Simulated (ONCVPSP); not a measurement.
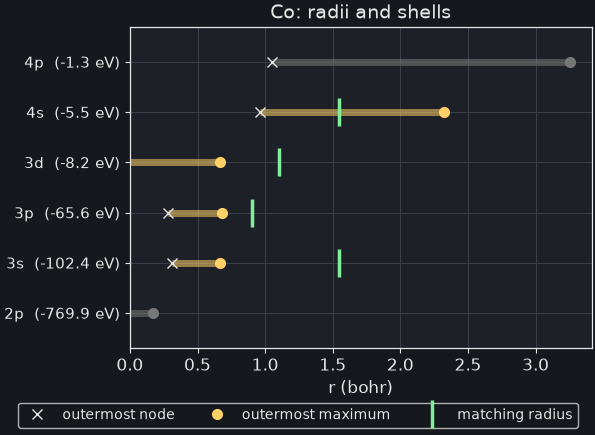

Figure 1. Outer shells of the all-electron reference atom: each bar runs from the outermost node (or the nucleus) to the outermost maximum of u(r); the tick is the radius chosen for the pseudo-wave. Shells without a tick have no pseudo-wave of their own. Levels, nodes and maxima are from ld1.x, scalar-relativistic.

- Radii against the shells: 3s: 1.55 bohr, outside the maximum; 3p: 0.90 bohr, outside the maximum; 3d: 1.10 bohr, outside the maximum; 4s: 1.55 bohr, between node and maximum.

# Run report: Co, pseudopotential generation

- system: cobalt (Co, Z = 27), core [Ne], reference valence 3s2 3p6 3d7 4s2, valence charge 17.
- method: ONCV potential, PBE, scalar-relativistic, made with ONCVPSP 4.0.1

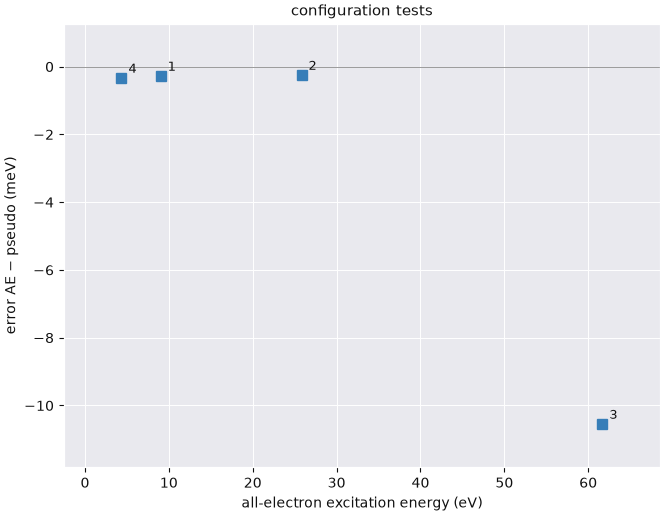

Figure 2. Errors, all-electron minus pseudo, of the energies of valence configurations relative to the unpolarised reference 3s2 3p6 3d7 4s2. Points: 1 = 3s2 3p6 3d7 4s1; 2 = 3s2 3p6 3d7 4s0; 3 = 3s2 3p6 3d6 4s0; 4 = 3s2 3p6 3d7 4s1 4p1.

- Worst configuration: 3s2 3p6 3d6 4s0 (charge +3): the error is -11 meV on an all-electron energy of +61.69 eV relative to the reference, or 0.017 %.
- Errors in meV: 3s2 3p6 3d7 4s1: -0.3; 3s2 3p6 3d7 4s0: -0.3; 3s2 3p6 3d6 4s0: -11; 3s2 3p6 3d7 4s1 4p1: -0.3.

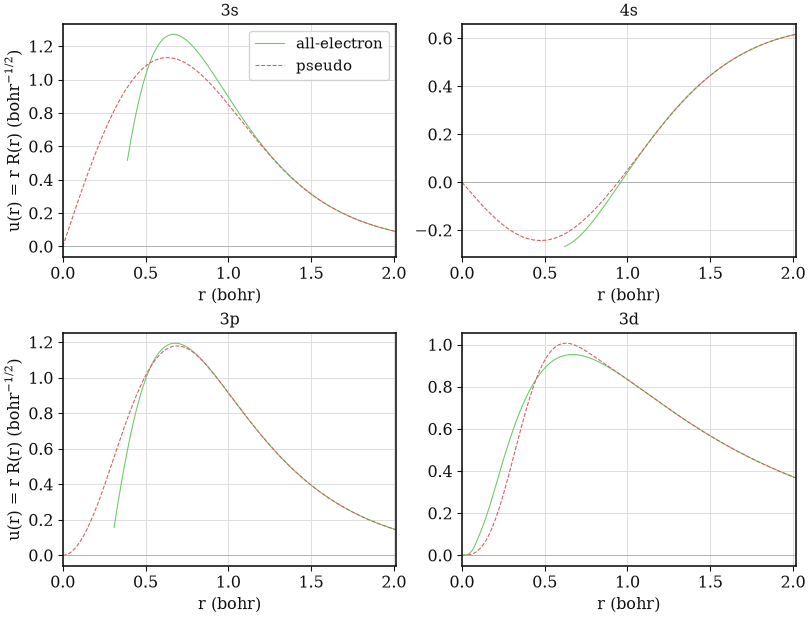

Figure 3. Pseudo-waves (dashed) against the all-electron radial functions (solid). The innermost oscillations of some all-electron curves aren't drawn. Reference configuration 3s2 3p6 3d7 4s2.

- Matching radii: 3s at 1.55 bohr; 4s at 1.55 bohr; 3p at 0.90 bohr; 3d at 1.10 bohr. The curves merge smoothly, so the plot gives these only roughly.
- Nodes of the pseudo-waves: 3s has no node; 4s has a node at about 0.9 bohr; 3p has no node; 3d has no node. A node in 4s is expected, since a lower shell of the same l is also in the valence and the two must stay orthogonal.

These pictures come from the run below.

## Input
```
# ATOM AND REFERENCE CONFIGURATION
# atsym  z   nc   nv     iexc    psfile
  Co 27.00    3    4        4      upf
#
#   n    l    f
    1    0    2.00
    2    0    2.00
    2    1    6.00
    3    0    2.00
    3    1    6.00
    3    2    7.00
    4    0    2.00
#
# PSEUDOPOTENTIAL AND OPTIMIZATION
# lmax
    2
#
#   l,   rc,      ep,       ncon, nbas, qcut
    0    1.55    0.00    3    6    6.10
    1    0.90    0.00    3    6   10.50
    2    1.10    0.00    4    9   16.70
#
# LOCAL POTENTIAL
# lloc, lpopt,  rc(5),   dvloc0
    4    5    0.65    0.00
#
# VANDERBILT-KLEINMAN-BYLANDER PROJECTORs
# l, nproj, debl
    0    2    2.10
    1    3    1.20
    2    3    3.50
#
# MODEL CORE CHARGE
# icmod, fcfact, rcfact
    2    0.45    0.70
#
# LOG DERIVATIVE ANALYSIS
# epsh1, epsh2, depsh
   -5.00    5.00    0.04
#
# OUTPUT GRID
# rlmax, drl
    6.00    0.01
#
# TEST CONFIGURATIONS
# ncnf
    4
# nvcnf
#   n    l    f
    4
    3    0    2.00
    3    1    6.00
    3    2    7.00
    4    0    1.00
#
    4
    3    0    2.00
    3    1    6.00
    3    2    7.00
    4    0    0.00
#
    4
    3    0    2.00
    3    1    6.00
    3    2    6.00
    4    0    0.00
#
    5
    3    0    2.00
    3    1    6.00
    3    2    7.00
    4    0    1.00
    4    1    1.00
#
```

Run as:
```bash
oncvpsp.x < Co.dat > Co.out
```

## The program's output (extracts)
```
ONCVPSP  (Optimized Norm-Conservinng Vanderbilt PSeudopotential)
scalar-relativistic version 4.0.1

#   n    l    f        energy (Ha)
    1    0    2.00    -2.7904129E+02
    2    0    2.00    -3.3037771E+01
    2    1    6.00    -2.8294827E+01
    3    0    2.00    -3.7633027E+00
    3    1    6.00    -2.4121014E+00
    3    2    7.00    -3.0149814E-01
    4    0    2.00    -2.0102196E-01

Reference configufation results
  iterations    28
  all-electron total energy (Ha)   -1.39314596D+03

Begin loop to  construct optimized pseudo wave functions
and semi-local pseudopoentials for all angular momenta

Calculating optimized projector #   1

 for l=   0

    Fraction of norm inside rc  0.984129
    Optimizing pswf for qcut=   6.10 a_B^-1,  ecut=  18.61 Ha
    Residual kinetic energy error=  1.14D-05 Ha

    Energy error per electron        Cutoff
         Ha          eV             Ha
         0.01000     0.27211       10.75
         0.00100     0.02721       13.91
         0.00010     0.00272       16.35
         0.00001     0.00027       19.97

Calculating optimized projector #   2

 for l=   0

    Fraction of norm inside rc  0.080212
    Optimizing pswf for qcut=   6.10 a_B^-1,  ecut=  18.61 Ha
    Residual kinetic energy error=  1.53D-05 Ha

    Energy error per electron        Cutoff
         Ha          eV             Ha
         0.01000     0.27211        7.70
         0.00100     0.02721       10.84
         0.00010     0.00272       13.64
         0.00001     0.00027       30.33

WARNING wellstate: negative energy specified for n= 4 l=  1
WARNING scattering state with energy  0.25000000
WARNING will be used for the first projector

   Wellstate for l =  1  n =  4
     eigenvalue =   0.2500
     asymptotic potential =   0.7500
     half-point radius =  3.2887

   Wellstate for l =  1  n =  5
     eigenvalue =   1.4500
     asymptotic potential =   1.9500
     half-point radius =  3.4928

Calculating optimized projector #   1

 for l=   1

    Fraction of norm inside rc  0.653600
    Optimizing pswf for qcut=  10.52 a_B^-1,  ecut=  55.29 Ha
    Residual kinetic energy error=  6.23D-05 Ha

    Energy error per electron        Cutoff
         Ha          eV             Ha
         0.01000     0.27211       28.20
         0.00100     0.02721       34.99
         0.00010     0.00272       43.05
         0.00001     0.00027      151.29

Calculating optimized projector #   2

 for l=   1

    Fraction of norm inside rc  0.043741
    Optimizing pswf for qcut=  10.52 a_B^-1,  ecut=  55.29 Ha
    Residual kinetic energy error=  1.14D-05 Ha

    Energy error per electron        Cutoff
         Ha          eV             Ha
         0.01000     0.27211       21.42
         0.00100     0.02721       29.83
         0.00010     0.00272       36.31
         0.00001     0.00027       56.61

Calculating optimized projector #   3

 for l=   1

    Fraction of norm inside rc  0.034777
    Optimizing pswf for qcut=  10.52 a_B^-1,  ecut=  55.29 Ha
    Residual kinetic energy error=  1.54D-05 Ha

    Energy error per electron        Cutoff
         Ha          eV             Ha
         0.01000     0.27211       22.07
         0.00100     0.02721       30.40
         0.00010     0.00272       37.00
         0.00001     0.00027       60.57

   Wellstate for l =  2  n =  5
     eigenvalue =   3.1985
     asymptotic potential =   3.6985
     half-point radius =  2.7335

   Wellstate for l =  2  n =  6
     eigenvalue =   6.6985
     asymptotic potential =   7.1985
     half-point radius =  2.5376

Calculating optimized projector #   1

 for l=   2

    Fraction of norm inside rc  0.628677
    Optimizing pswf for qcut=  16.71 a_B^-1,  ecut= 139.53 Ha
    Residual kinetic energy error=  2.72D-07 Ha

    Energy error per electron        Cutoff
         Ha          eV             Ha
         0.01000     0.27211       74.63
         0.00100     0.02721       91.29
         0.00010     0.00272      105.11
         0.00001     0.00027      116.19

Calculating optimized projector #   2

 for l=   2

    Fraction of norm inside rc  0.069639
    Optimizing pswf for qcut=  16.71 a_B^-1,  ecut= 139.53 Ha
    Residual kinetic energy error=  4.69D-08 Ha

    Energy error per electron        Cutoff
         Ha          eV             Ha
         0.01000     0.27211       71.68
         0.00100     0.02721       90.95
         0.00010     0.00272      106.36
         0.00001     0.00027      118.85

Calculating optimized projector #   3

 for l=   2

    Fraction of norm inside rc  0.069210
    Optimizing pswf for qcut=  16.71 a_B^-1,  ecut= 139.53 Ha
    Residual kinetic energy error=  3.34D-07 Ha

    Energy error per electron        Cutoff
         Ha          eV             Ha
         0.01000     0.27211       78.62
         0.00100     0.02721       98.25
         0.00010     0.00272      113.72
         0.00001     0.00027      125.76

Construct Vanderbilt / Kleinmman-Bylander projectors

B matrix Hermiticity error, ll=   0
   1   2    3.5071E-04

  Orthonormal projector coefficients  1.8254E+01  1.7044E+00

B matrix Hermiticity error, ll=   1
   1   2    3.2274E-04
   1   3   -4.5227E-04
   2   3    4.5117E-05

  Orthonormal projector coefficients  2.0163E+01  9.1157E+00  1.8112E+00

B matrix Hermiticity error, ll=   2
   1   2   -3.7270E-04
   1   3    5.2042E-04
   2   3    1.8872E-04

  Orthonormal projector coefficients -1.2138E+01 -5.2656E+00 -8.5760E-01

Model core correction analysis
  based on d2Exc/dn_idn_j

d2excae - all-electron derivatives

   -4.339375D-02   -4.017488D-02   -2.886895D-02   -1.929596D-03
   -4.017511D-02   -3.846471D-02   -2.849927D-02   -2.298839D-03
   -2.886939D-02   -2.849953D-02   -2.608453D-02   -6.826850D-03
   -1.929424D-03   -2.298500D-03   -6.825291D-03   -3.164991D-02

d2excps - pseudofunction derivatives with no core correction

   -5.466460D-02   -4.060351D-02   -3.123264D-02   -2.911302D-03
   -4.060498D-02   -3.947175D-02   -3.154450D-02   -2.294004D-03
   -3.123350D-02   -3.154472D-02   -2.799693D-02   -6.882736D-03
   -2.911787D-03   -2.293659D-03   -6.881182D-03   -3.172087D-02

rms 2nd derivative error    3.198970E-03

amplitude prefactor, scale prefactor
    9.9803    1.2042

d2excps - pseudofunction derivatives with core correction

   -3.937165D-02   -3.754431D-02   -2.977424D-02   -1.828858D-03
   -3.754422D-02   -3.858411D-02   -3.099861D-02   -2.070653D-03
   -2.977440D-02   -3.099884D-02   -2.759585D-02   -6.775594D-03
   -1.828667D-03   -2.070303D-03   -6.774037D-03   -3.164489D-02

rms 2nd derivative error    1.706216E-03

Pseudoatom total energy -146.106826

Diagnostic tests using Vanderbilt-Kleinman-Bylander pseudopotentials
  1 or more projectors used as specified by nproj input data

   l    rcore       rmatch      e in        delta e   norm test  slope test

   0   1.5515998   1.5987097  -3.7633027   0.0000021   1.0001961   1.0001676
   0   1.5515998   1.5987097  -0.2010220   0.0000082   1.0000504   0.9999955

   1   0.9002507   0.9275842  -2.4121014  -0.0000024   1.0001835   1.0002647
   1   0.9002507   0.9275842   0.2500000   0.0000484   1.0004399   1.0004399
   1   0.9002507   0.9275842   1.4500000   0.0000382   1.0005183   1.0005183

   2   1.1033030   1.1368017  -0.3014981  -0.0000567   1.0001197   1.0000369
   2   1.1033030   1.1368017   3.1985019   0.0000480   1.0003602   1.0003602
   2   1.1033030   1.1368017   6.6985019   0.0001329   1.0005060   1.0005060

 Testing for bound ghosts
   n   l    E NL Schr. Eq   E Basis Diag.   E Cutoff

   1   0       -3.763301       -3.763025     53.74
   2   0       -0.201014       -0.142026     53.74

   2   1       -2.412104       -2.409547    274.00

   3   2       -0.301555       -0.287063    455.07

 Testing for highly-localized positive-energy ghosts
       l    <radius>/rc     E Basis Diag.   E Cutoff

       0        0.905444        6.347068     53.74  WARNING - GHOST(+)

Test configuration 0

   n   l     f        eae           eps        diff
   1   0  2.0000 -279.04129361
   2   0  2.0000  -33.03777093
   2   1  6.0000  -28.29482653
   3   0  2.0000   -3.76330270   -3.76330062    2.08D-06
   3   1  6.0000   -2.41210144   -2.41210388   -2.45D-06
   3   2  7.0000   -0.30149814   -0.30155489   -5.67D-05
   4   0  2.0000   -0.20102196   -0.20101381    8.15D-06

    Total energies and differences
      AE_ref= -1.39314596D+03  AE_tst= -1.39314596D+03  dif=  0.00D+00
      PS_ref= -1.46106826D+02  PS_tst= -1.46106826D+02  dif= -2.84D-14
      PSP excitation error=  2.84D-14

Test configuration 1

   n   l     f        eae           eps        diff
   1   0  2.0000 -279.36759378
   2   0  2.0000  -33.35691557
   2   1  6.0000  -28.61456758
   3   0  2.0000   -4.08745788   -4.08743928    1.86D-05
   3   1  6.0000   -2.73676600   -2.73672111    4.49D-05
   3   2  7.0000   -0.62324404   -0.62341933   -1.75D-04
   4   0  1.0000   -0.46903058   -0.46898868    4.19D-05

    Total energies and differences
      AE_ref= -1.39314596D+03  AE_tst= -1.39281409D+03  dif=  3.32D-01
      PS_ref= -1.46106826D+02  PS_tst= -1.45774948D+02  dif=  3.32D-01
      PSP excitation error= -1.05D-05

Test configuration 2

   n   l     f        eae           eps        diff
   1   0  2.0000 -279.74961545
   2   0  2.0000  -33.72818336
   2   1  6.0000  -28.98672406
   3   0  2.0000   -4.46431717   -4.46459341   -2.76D-04
   3   1  6.0000   -3.11384592   -3.11383641    9.51D-06
   3   2  7.0000   -0.99457889   -0.99500230   -4.23D-04

    Total energies and differences
      AE_ref= -1.39314596D+03  AE_tst= -1.39219723D+03  dif=  9.49D-01
      PS_ref= -1.46106826D+02  PS_tst= -1.45158093D+02  dif=  9.49D-01
      PSP excitation error= -9.44D-06

Test configuration 3

   n   l     f        eae           eps        diff
   1   0  2.0000 -280.48161099
   2   0  2.0000  -34.48219464
   2   1  6.0000  -29.73874515
   3   0  2.0000   -5.17238321   -5.17667695   -4.29D-03
   3   1  6.0000   -3.81319088   -3.81390797   -7.17D-04
   3   2  6.0000   -1.65982375   -1.65983270   -8.96D-06

    Total energies and differences
      AE_ref= -1.39314596D+03  AE_tst= -1.39087905D+03  dif=  2.27D+00
      PS_ref= -1.46106826D+02  PS_tst= -1.43839528D+02  dif=  2.27D+00
      PSP excitation error= -3.88D-04

Test configuration 4

   n   l     f        eae           eps        diff
   1   0  2.0000 -279.10994443
   2   0  2.0000  -33.10266770
   2   1  6.0000  -28.35994905
   3   0  2.0000   -3.83167506   -3.83197260   -2.98D-04
   3   1  6.0000   -2.48066736   -2.48072565   -5.83D-05
   3   2  7.0000   -0.36797072   -0.36812221   -1.51D-04
   4   0  1.0000   -0.24338002   -0.24336956    1.05D-05
   4   1  1.0000   -0.07788095   -0.07787079    1.02D-05

    Total energies and differences
      AE_ref= -1.39314596D+03  AE_tst= -1.39298606D+03  dif=  1.60D-01
      PS_ref= -1.46106826D+02  PS_tst= -1.45946919D+02  dif=  1.60D-01
      PSP excitation error= -1.26D-05
```

## Results in brief

- outcome: generated
- cutoffs needed: 91 Ha and 105 Ha (the cutoffs at which the residual kinetic energy of the hardest occupied pseudo-wave falls to 1 and 0.1 mHa per electron)
- ghost test: no bound ghost flagged; GHOST(+) flagged for s at 172.7 eV
- largest excitation error: -11 meV (all-electron minus pseudo) for 3s2 3p6 3d6 4s0, out of 4 test configurations
- rms error of d²Exc/dni dnj: 3.20 mHa without and 1.71 mHa with the model core
- range over which the phases arctan(r R′/R) at the test radius agree within 0.05 rad (a looser test near the poles than one of phase shifts): s: over the whole range computed; p: over the whole range computed; d: over the whole range computed; f: not judged, local potential alone
- hardware: 1 CPU thread, shared host
- wall time: 4.9 s

## Notes

Warnings of the program, in the generation or the tests: wellstate: negative energy specified for n= 4 l= 1.
